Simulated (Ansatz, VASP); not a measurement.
# Cross-check of BaTiO3 between VASP and Ansatz

One calculation is typed for both programs; each brings its own data sets and cutoff. How far apart do they land? The cell is taken from a series of runs on this material, whose earlier steps may have relaxed or scaled it; both programs get it as it stands.

Calculated with Ansatz 0.2.0; plane waves, with VASP 6.6.1 beside it; single point at PBE and single point at PBE, spin-orbit coupling.

### Step 1. The structure

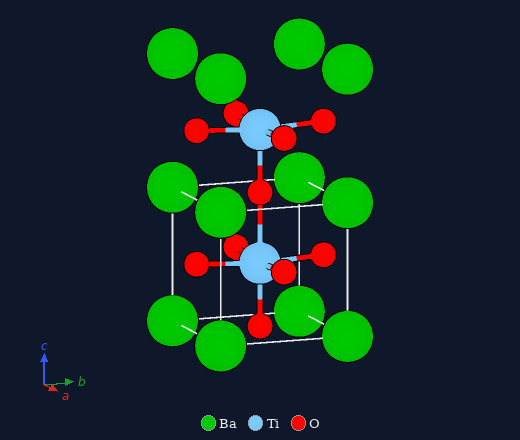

Start, viewed slightly off an axis; barium green, titanium blue, oxygen red. 1×1×2 cells are drawn. Some periodic images of atoms are drawn too.

Coordinates:

```
Ba Ti O
1.0
     3.99980    0.00000    0.00000
     0.00000    3.99980    0.00000
     0.00000    0.00000    4.01800
Ba Ti O
1 1 3
Direct
  0.00000 0.00000 0.00000
  0.50000 0.50000 0.49000
  0.50000 0.50000 0.01900
  0.50000 0.00000 0.51700
  0.00000 0.50000 0.51700
```

### Step 2. VASP: single point, PBE

With cell and atoms fixed, the geometry can't cause a difference; cores, projectors, grids and the points listed under the comparison can.

Lines of VASP's logs that name or quote its potential files are left out, and so is its time.

INCAR

```
SYSTEM = BaTiO3
PREC = Accurate
ENCUT = 520
EDIFF = 1E-06
NELM = 100
ISMEAR = 0
SIGMA = 0.01
LREAL = .FALSE.
ALGO = Normal
GGA = PE
NBANDS = 26
LASPH = .TRUE.
LORBIT = 11
LWAVE = .FALSE.
LCHARG = .FALSE.
KPAR = 2
ISIF = 2
```

POSCAR

```
BaTiO3
1.0
    3.9998000000      0.0000000000      0.0000000000
    0.0000000000      3.9998000000      0.0000000000
    0.0000000000      0.0000000000      4.0180000000
Ba Ti O
1 1 3
Direct
    0.0000000000      0.0000000000      0.0000000000
    0.5000000000      0.5000000000      0.4900000000
    0.5000000000      0.5000000000      0.0190000000
    0.5000000000      0.0000000000      0.5170000000
    0.0000000000      0.5000000000      0.5170000000
```

KPOINTS

```
Automatic mesh
0
Gamma
4 4 4
0 0 0
```

Potentials, in the order of the species: Ba_sv, Ti_sv and O (PBE family, release 64).

The run is started by

```
$ mpirun -np 2 vasp_std
```

Numbers of over 12 decimals in the logs are rounded to 6 here.

What it wrote:

```text
[banner, memory and clock lines left out]
running    2 mpi-ranks, on    1 nodes
 distrk:  each k-point on    1 cores,    2 groups
 distr:  one band on    1 cores,    1 groups

 POSCAR found type information on POSCAR BaTiO
 POSCAR found :  3 types and       5 ions
 LDA part: xc-table for (Slater+PW92), standard interpolation
 POSCAR, INCAR and KPOINTS ok, starting setup
 FFT: planning ... GRIDC
 FFT: planning ... GRID_SOFT
 FFT: planning ... GRID
 WAVECAR not read
 entering main loop
       N       E                     dE             d eps       ncg     rms          rms(c)
DAV:   1     0.439173070437E+03    0.43917E+03   -0.21169E+04   936   0.166E+03
DAV:   2    -0.896195206012E+01   -0.44814E+03   -0.43256E+03  1144   0.452E+02
DAV:   3    -0.490774419232E+02   -0.40115E+02   -0.39919E+02  1370   0.136E+02
DAV:   4    -0.508307135722E+02   -0.17533E+01   -0.17511E+01  1374   0.243E+01
DAV:   5    -0.508925842805E+02   -0.61871E-01   -0.61864E-01  1336   0.328E+00    0.231E+01
DAV:   6    -0.401611329616E+02    0.10731E+02   -0.66042E+01  1340   0.714E+01    0.995E+00
DAV:   7    -0.401234132074E+02    0.37720E-01   -0.10654E+01  1172   0.240E+01    0.660E+00
DAV:   8    -0.399553458331E+02    0.16807E+00   -0.88477E-01  1212   0.853E+00    0.303E+00
DAV:   9    -0.399863801605E+02   -0.31034E-01   -0.26578E-01  1288   0.394E+00    0.124E+00
DAV:  10    -0.399736297001E+02    0.12750E-01   -0.67116E-02  1138   0.279E+00    0.442E-01
DAV:  11    -0.399721070038E+02    0.15227E-02   -0.72704E-03  1346   0.721E-01    0.842E-02
DAV:  12    -0.399720937206E+02    0.13283E-04   -0.42620E-04  1136   0.151E-01    0.352E-02
DAV:  13    -0.399720704195E+02    0.23301E-04   -0.17778E-04  1140   0.138E-01    0.134E-02
DAV:  14    -0.399720723504E+02   -0.19309E-05   -0.29129E-05  1488   0.427E-02    0.726E-03
DAV:  15    -0.399720732464E+02   -0.89598E-06   -0.31991E-06   844   0.134E-02
   1 F= -.39972073E+02 E0= -.39972073E+02  d E =-.440473-158
```

Parts of OUTCAR (step 2):

```text
ion  position               nearest neighbor table
   1  0.000  0.000  0.000-   4 2.79   5 2.79   5 2.79   4 2.79   3 2.83   3 2.83   3 2.83   3 2.83
                             4 2.88   5 2.88   5 2.88   4 2.88   2 3.45   2 3.45   2 3.45   2 3.45
   2  0.500  0.500  0.490-   3 1.89   4 2.00   5 2.00   4 2.00   5 2.00   3 2.13   1 3.45   1 3.45
                             1 3.45   1 3.45   1 3.49   1 3.49   1 3.49   1 3.49
   3  0.500  0.500  0.019-   2 1.89   2 2.13   1 2.83   1 2.83   1 2.83   1 2.83
   4  0.500  0.000  0.517-   2 2.00   2 2.00   1 2.79   1 2.79   1 2.88   1 2.88
   5  0.000  0.500  0.517-   2 2.00   2 2.00   1 2.79   1 2.79   1 2.88   1 2.88

  LATTYP: Found a simple tetragonal cell.
 ALAT       =     3.9998000000
 C/A-ratio  =     1.0045502275

 Subroutine GETGRP returns: Found  8 space group operations
 (whereof  8 operations were pure point group operations)

The static configuration has the point symmetry C_4v.

 Found     18 irreducible k-points:

   k-points           NKPTS =     18   k-points in BZ     NKDIM =     18   number of bands    NBANDS=     26

   dimension x,y,z NGX =    30 NGY =   30 NGZ =   30
   dimension x,y,z NGXF=    60 NGYF=   60 NGZF=   60

   ENCUT  =  520.0 eV  38.22 Ry    6.18 a.u.   7.44  7.44  7.47*2*pi/ulx,y,z

   NELECT =      40.0000    total number of electrons

 k-points in reciprocal lattice and weights: Automatic mesh
   0.00000000  0.00000000  0.00000000       0.016
   0.25000000  0.00000000  0.00000000       0.062
   0.50000000  0.00000000  0.00000000       0.031
   0.25000000  0.25000000  0.00000000       0.062
   0.50000000  0.25000000  0.00000000       0.062
   0.50000000  0.50000000  0.00000000       0.016
   0.00000000  0.00000000  0.25000000       0.031
   0.25000000  0.00000000  0.25000000       0.125
   0.50000000  0.00000000  0.25000000       0.062
[...]
0.50000000  0.25000000  0.50000000       0.062
   0.50000000  0.50000000  0.50000000       0.016

 average (electrostatic) potential at core
       1 -32.8626       2 -76.9363       3 -69.7629       4 -69.6512       5 -69.6512

 E-fermi :   4.0383

 k-point     1 :       0.0000    0.0000    0.0000
  band No.  band energies     occupation
    ...
     16       2.6215      2.00000
     17       2.7138      2.00000
     18       3.5436      2.00000
     19       3.5586      2.00000
     20       3.5586      2.00000
     21       5.6101      0.00000
     22       5.8275      0.00000
     23       5.8275      0.00000
     24       7.8004      0.00000
     25       7.8984      0.00000
    ...

 k-point     2 :       0.2500    0.0000    0.0000
  band No.  band energies     occupation
    ...
     16       2.2038      2.00000
     17       2.3108      2.00000
     18       2.6092      2.00000
     19       3.1758      2.00000
     20       3.2731      2.00000
     21       5.8886      0.00000
     22       6.5628      0.00000
     23       6.5781      0.00000
     24       7.8732      0.00000
     25       8.9938      0.00000
    ...

 k-point     3 :       0.5000    0.0000    0.0000
  band No.  band energies     occupation
    ...
     16       1.9046      2.00000
     17       2.0157      2.00000
     18       2.1158      2.00000
     19       2.9049      2.00000
     20       3.0077      2.00000
     21       5.9618      0.00000
     22       7.3247      0.00000
     23       7.3606      0.00000
     24       7.8616      0.00000
     25       9.6957      0.00000
    ...

  Total        1.5783479      1.5783479      1.9771737      0.0000000      0.0000000      0.0000000
  in kB       39.3393186     39.3393186     49.2797975      0.0000000      0.0000000      0.0000000
  external PRESSURE =      42.6528116 kB  Pullay stress =       0.0000000 kB

  energy-cutoff  :      520.00
  volume of cell :       64.28
      direct lattice vectors                 reciprocal lattice vectors
     3.999800000  0.000000000  0.000000000     0.250012501  0.000000000  0.000000000
     0.000000000  3.999800000  0.000000000     0.000000000  0.250012501  0.000000000
     0.000000000  0.000000000  4.018000000     0.000000000  0.000000000  0.248880040

 POSITION                                       TOTAL-FORCE (eV/Angst)
 -----------------------------------------------------------------------------------
      0.00000      0.00000      0.00000        -0.000000      0.000000      0.071992
      1.99990      1.99990      1.96882         0.000000     -0.000000     -0.200583
      1.99990      1.99990      0.07634         0.000000      0.000000      0.306024
      1.99990      0.00000      2.07731         0.000000      0.000000     -0.088717
      0.00000      1.99990      2.07731         0.000000      0.000000     -0.088717
 -----------------------------------------------------------------------------------
    total drift:                                0.000000      0.000000     -0.000033

  FREE ENERGIE OF THE ION-ELECTRON SYSTEM (eV)
  ---------------------------------------------------
  free  energy   TOTEN  =       -39.9720732464 eV

  energy  without entropy=      -39.9720732464  energy(sigma->0) =      -39.97207325

 total charge
# of ion       s       p       d       tot
------------------------------------------
    1        2.008   5.652   0.330   7.990
    2        2.212   6.270   1.719  10.201
    3        1.566   3.469   0.000   5.035
    4        1.563   3.468   0.000   5.032
    5        1.563   3.468   0.000   5.032
--------------------------------------------------
tot          8.913  22.328   2.049  33.290

[... 3 further parts left out ...]
```

The run ends at a pressure of 4.27 GPa, with forces up to 0.31 eV/Å.

### Step 3. Ansatz: single point, PBE

Ansatz runs on its default PAW (the set named soft_2) files.

The same cell, functional, mesh and smearing now go to Ansatz, which takes its cutoff from its data sets.

input.yaml

```yaml
crystal:
  lattice:
    - [3.9998, 0.0, 0.0]
    - [0.0, 3.9998, 0.0]
    - [0.0, 0.0, 4.018]
  atoms:
    - { symbol: Ba, position: [0.0, 0.0, 0.0] }
    - { symbol: Ti, position: [0.5, 0.5, 0.49] }
    - { symbol: O, position: [0.5, 0.5, 0.019] }
    - { symbol: O, position: [0.5, 0.0, 0.517] }
    - { symbol: O, position: [0.0, 0.5, 0.517] }
hamiltonian:
  xc: pbe
  pseudopotentials: { kind: paw }
kpoints:
  mp_grid: { grid: [4, 4, 4] }
scf:
  occupations: { method: gaussian, width: 0.01 }
  n_extra_bands: 5
output:
  forces: true
  stress: true
  eigenvalues: true
```

The run is started by

```
$ ansatz run input.yaml --threads 2 --pin off --max-ram 4608MiB --backend cpu --events-out ev --progress --plain --runs-dir out
```

What it wrote:

```text
scf.n_extra_bands = 5 over 20 filled bands (N_el = 40.0): the run solves 25 bands
Engine: ansatz 0.2.0, aarch64-unknown-linux-gnu
Pseudopotentials: kind: paw
Pseudopotential: Ba, paw, valence charge 10, recommended cutoff 420 eV (normal), Ba.paw.azcp
Pseudopotential: Ti, paw, valence charge 12, recommended cutoff 420 eV (normal), Ti.paw.azcp
Pseudopotential: O, paw, valence charge 6, recommended cutoff 420 eV (normal), O.paw.azcp
Functional definition: PBE
  parameter kappa = 0.804
  parameter beta = 0.066725
  exchange = pbe_x(kappa = kappa, mu = beta*pi^2/3)
  correlation = pbe_c(beta = beta)
Crystal: 5 atoms, lattice volume = 64.282 Å³
Basis set: ecut = 420 eV, 1237 PW (Γ), exchange–correlation on 54×54×54 points (8 copies of the dense FFT grid, shifted against one another)
Bands: 25, of which v1, the nominal top of the filled ones, is band 20 counted from 1 (19 counted from 0)
Symmetry: 8 space group operations
Space group: P4mm (ITA 99), of the structure as read, at distance tolerance 4.0e-5 Å
k-points: 18 of 64 (time reversal used)
Non-local potential: Ba, projectors of the file, l = 0: 3, l = 1: 2, l = 2: 2, l = 3: 2
Non-local potential: Ti, projectors of the file, l = 0: 3, l = 1: 2, l = 2: 3, l = 3: 1
Non-local potential: O, projectors of the file, l = 0: 2, l = 1: 2, l = 2: 1
PAW form: soft (Blöchl's): semilocal exchange-correlation on the pseudo side does not see the compensation charge
PAW one-centre angular grid: Ba, 194 points (default); XC on 64 Gauss nodes
PAW one-centre angular grid: Ti, 590 points (default); XC on 64 Gauss nodes
PAW one-centre angular grid: O, 110 points (default); XC on 64 Gauss nodes
Initial density: superposition of atomic densities (neutral atoms: chi_scale 0, normalization atom), corrected by the library's trained network
Initial wavefunctions: pseudopotential atomic-orbital guess
Functional: x = pbe(κ = 0.804, μ = 0.219515), c = pbe(β = 0.066725)
SCF iter   1: F=—  HF=-10159.568182 eV  |F-HF|=—  |Δ(HF+E_count)|=         —  Δρ=1.29e-3  dr2=4.91e-4  ethr=1.77e-3  ⟨swp⟩=6.6  Hψ=2277  notcnv=0
preconditioner: auto → Resta (q_TF=auto, 2.521 Å⁻¹)  ε∞=5.9  [insulator: Δε(μ)=1.818 eV  Ē_g=11.887 eV  σ=0.010 eV  W_gap=1.00  n_scr=18 (ndim 8)  ℏωp=26.2 eV  f_vac=0.000  D(μ)=0.00/eV (n_scr^D=0)  ε∞_Penn≈5.9]
SCF iter   2: F=—  HF=-10159.568526 eV  |F-HF|=—  |Δ(HF+E_count)|=   3.44e-4  Δρ=6.29e-4  dr2=1.16e-4  ethr=1.23e-6  ⟨swp⟩=2.1  Hψ=1016  notcnv=0  defer=13
SCF iter   3: F=—  HF=-10159.568687 eV  |F-HF|=—  |Δ(HF+E_count)|=   1.61e-4  Δρ=1.01e-4  dr2=9.75e-6  ethr=2.90e-7  ⟨swp⟩=2.1  Hψ=689  notcnv=0  defer=13
SCF iter   4: F=—  HF=-10159.567955 eV  |F-HF|=—  |Δ(HF+E_count)|=   7.32e-4  Δρ=5.59e-5  dr2=2.89e-6  ethr=2.44e-8  ⟨swp⟩=2.0  Hψ=832  notcnv=0  defer=13
SCF iter   5: F=—  HF=-10159.567955 eV  |F-HF|=—  |Δ(HF+E_count)|=   2.19e-7  Δρ=1.70e-5  dr2=1.09e-7  ethr=7.23e-9  ⟨swp⟩=2.7  Hψ=742  notcnv=0  defer=13
SCF iter   6: F=-10159.567955 eV  HF=-10159.567955 eV  |F-HF|=4.04e-10  |Δ(HF+E_count)|=   5.50e-8  Δρ=5.27e-6  dr2=9.84e-9  ethr=2.50e-10  ⟨swp⟩=8.4  Hψ=2071  notcnv=0
SCF 1 converged in 6 iterations: F = -10159.567955 eV  dr2 = 9.84e-9
  greatest PAW one-centre occupation: 0.999 electrons in one spin orbital (limit 2), on the Ti atom at site 1 (counted from 0), in its partial waves of l = 0
SCF converged after 6 iterations
Free energy (F): -10159.567955 eV
Harris-Foulkes:  -10159.567955 eV  (|F-HF|=4.04e-10)
Internal energy: -10159.567955 eV  (E = F + TS)
E sigma→0 (E₀):  -10159.567955 eV
Fermi energy:    11.217300 eV
--- Per-component energies (eV) ---
  E_band       = -141.323604
  E_kinetic    = 970.192599
  E_local      = -2101.805135  (includes V_loc(G=0)·N_el)
  E_nonlocal   = 203.543626
  E_hartree    = 820.955380
  E_xc         = -491.540447
  E_vxc        = -546.236596  (∫ρ·V_xc dr)
  E_paw        = -6744.543457  (= ΣΔE_a)
  E_vpaw       = -308.938068  (= ΣTr[D̂ρ^β])
  E_aug_tail   = 0.007417  (compensation charges beyond the density's cutoff)
  E_ewald      = -2816.377938
  E_smearing   = -0.000000  (= −TS)
  E_closure    = -0.000000  (closes the sum)
  Σ components = -10159.567955   (vs F -10159.567955, Δ=0.00e0)
--- Forces (eV/Å), atoms counted from 1 ---
  atom   1  Ba     0.00000000     0.00000000     0.03839440
  atom   2  Ti    -0.00000000     0.00000000    -0.23218666
  atom   3  O      0.00000000     0.00000000     0.34143604
  atom   4  O     -0.00000000     0.00000000    -0.07382410
  atom   5  O     -0.00000000    -0.00000000    -0.07382410
  max |Σ_I F_I| component: 4.43e-6 eV/Å
--- Stress (GPa, compression-positive) ---
        2.136147       0.000000       0.000000
        0.000000       2.136147       0.000000
        0.000000       0.000000       3.075302
  P = ⅓ Tr σ = 2.4492 GPa (24.492 kbar)
--- Band table (eV; the first three rows and the last of 18) ---
  k-point 0: bands = [... 16 lower, 9.1502, 10.0379, 10.0517, 10.0517, 12.1311, 12.3433, 12.3433, 14.3225, ... 1 higher]
  k-point 1: bands = [... 16 lower, 8.7498, 9.0642, 9.8278, 9.8278, 12.1932, 13.1709, 13.1709, 14.3216, ... 1 higher]
  k-point 2: bands = [... 16 lower, 8.4066, 8.4115, 9.6386, 9.6386, 12.2578, 13.8882, 13.8882, 14.3225, ... 1 higher]
  k-point 17: bands = [... 16 lower, 7.9497, 10.2208, 10.2208, 10.3035, 14.5024, 14.5024, 14.5033, 16.9429, ... 1 higher]
```

The run ends at a pressure of 2.45 GPa, with forces up to 0.34 eV/Å.

### Step 4. Comparison

Known differences besides the PAW data sets themselves: the cutoff is 420 eV in Ansatz and 520 eV in VASP. Total energies have different zeros and are not compared.

The two programs side by side:

```tsv
quantity	Ansatz	VASP	difference
pressure (GPa)	2.45	4.27	-1.82
gap on the k mesh (eV)	1.828	1.760	+0.067
```

Forces (eV/Å; atoms numbered as in POSCAR):

```tsv
atom	Ansatz x, y, z	VASP x, y, z
Ba1	0.000, 0.000, 0.038	0.000, 0.000, 0.072
Ti2	0.000, 0.000, -0.232	0.000, 0.000, -0.201
O3	0.000, 0.000, 0.341	0.000, 0.000, 0.306
O4	0.000, 0.000, -0.074	0.000, 0.000, -0.089
O5	0.000, 0.000, -0.074	0.000, 0.000, -0.089
```

The forces differ by 16 meV/Å r.m.s., which is 15.7 % of the r.m.s. force of 0.10 eV/Å (both taken over all components). Ansatz's pressure holds a Pulay correction of 0.54 GPa; VASP's holds none.

### Step 5. Further runs

The difference is large enough to ask for its cause, so further runs change the set-up of one program at a time, as the table lists.

```tsv
run	r.m.s. force difference (meV/Å)
as above	16
VASP with the data sets Ba_sv, Ti_sv and O_h and a cutoff of 1230 eV	12
```

### Step 6. Ansatz: single point, PBE, spin-orbit coupling

With cell and atoms fixed, the geometry can't cause a difference; cores, projectors, grids and the points listed under the comparison can.

The cell is taken from a series of runs on this material, whose earlier steps may have relaxed or scaled it; both programs get it as it stands.

input.yaml, as its differences from that of step 3:

```diff
@@ -13,3 +13,6 @@
   xc: pbe
-  pseudopotentials: { kind: paw }
+  pseudopotentials: { kind: paw_fr }
+magnetization:
+  noncollinear: true
+  spin_orbit: true
 kpoints:
@@ -18,3 +21,3 @@
   occupations: { method: gaussian, width: 0.01 }
-  n_extra_bands: 5
+  n_extra_bands: 10
 output:
```

What it wrote:

```text
[...]
non-collinear run that drives no moment, with spin-orbit: no starting moment large enough to seed its density (crystal.atoms[].spin), no starting occupations that ask for one, no magnetisation constraint and no magnetic field, so the semilocal B_xc is pinned to zero
Crystal: 5 atoms, lattice volume = 64.282 Å³
[...]
k-point 1: bands = [... 36 lower, 9.7977, 9.7977, 9.8589, 9.8589, 12.1918, 12.1918, 13.1581, 13.1581, ... 6 higher]
  k-point 2: bands = [... 36 lower, 9.6186, 9.6186, 9.6556, 9.6556, 12.2564, 12.2564, 13.8743, 13.8743, ... 6 higher]
  k-point 17: bands = [... 36 lower, 10.2249, 10.2249, 10.3027, 10.3027, 14.4972, 14.4972, 14.4976, 14.4976, ... 6 higher]
[key lines of the parts left out:]
SCF converged after 10 iterations
Magnetization: |M| = 0.0000 μB,  M = (+0.0000, +0.0000, +0.0000) μB
Free energy (F): -10164.402491 eV
Fermi energy:    11.215837 eV
P = ⅓ Tr σ = 2.4493 GPa (24.493 kbar)
```

The run ends at a pressure of 2.45 GPa, with forces up to 0.34 eV/Å.

(Part 1 of 2 ends here.)

[Lines on the potential files, build, host, timing and source positions are cut from VASP's logs without a mark.]

[Logs are printed without paths, hosts, clocks, repeated set-up lines and the standing remarks that a program may print on its own settings, such as how far it seeks lower states.]

[Hosts, paths, dates, database ids (printed as entryN), source tags and the programs' standing remarks are cut or masked in the printed files.]
